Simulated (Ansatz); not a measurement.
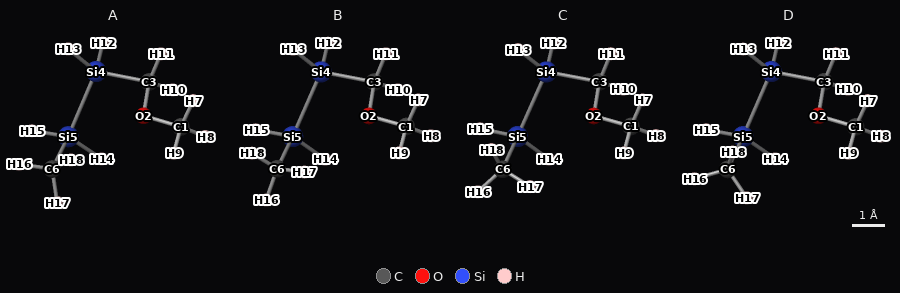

4 geometries from a converged minimum-energy path of C3H12OSi2, shuffled. A ball-and-stick model, seen at a tilt.

These are results of RKS PBE0-D4/6-31G* in Ansatz, not measurements. Set-up: 7 movable images; climbing image; force threshold 0.03 eV/Å; iteration limit 60; starting path by image-dependent pair potential.

> Which of them lies highest in energy?

D. In order along the path, whose images run from 0 to 8: A (image 2, +3.1 kJ/mol), D (image 4, +6.5 kJ/mol), C (image 6, +3.1 kJ/mol), B (image 8, 0.0 kJ/mol). The motion is a rotation about the Si5–C6 bond by about 120°. No bond forms or breaks between the ends.
